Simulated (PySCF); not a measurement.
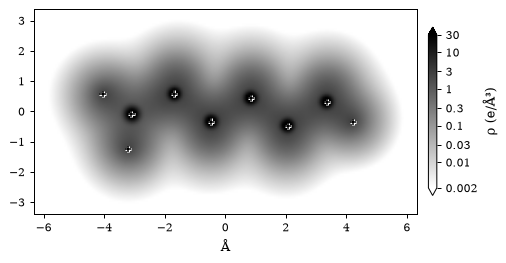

The total electron density on a plane through atoms (crosses mark nuclei in the plane).

The calculation used PBE0/def2-SVPD, SCF density, gas phase in PySCF 2.14.0.

Candidates:
A. C6H7PS (SMILES C=Cc1pc(C)cs1)
B. C5H8N2O (SMILES COc1ccn(C)n1)
C. C5H13B (SMILES BCCCCC)

> Which candidate gave the map?

Candidate C: C5H13B on the plane of atoms C3, C4 and C5, which holds B, C and H. C–C (1.52 Å): ρ at the midpoint is about 1.6 e/Å³. C–B (1.57 Å): ρ is about 1.4 e/Å³ halfway.
